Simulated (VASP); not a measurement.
Band structure of SrTiO₃ (cubic perovskite). All values below come from revTPSS meta-GGA, VASP's PBE PAW potentials (set 64) (plane waves; VASP 6.6.1).

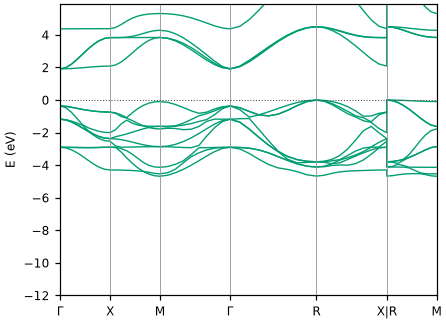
Bands along high-symmetry lines, zero at the valence-band maximum or, without a gap, the Fermi level

Task: Read the plot: is there a gap, and where are the band edges?

Result: The gap is indirect, 1.92 eV, from the valence maximum at R to the conduction minimum at Γ.

Measured: gap 3.59 eV (computed value off by -1.67 eV), as given by Anna Miglio et al., npj Computational Materials (2020), arXiv:2011.12765 [zero-point renormalisation of 336 meV (experimental, the table's column) added back].

The compound is SrTiO3 in the cubic perovskite structure, the ideal cubic form; the compound distorts at low or room temperature. It was relaxed first.
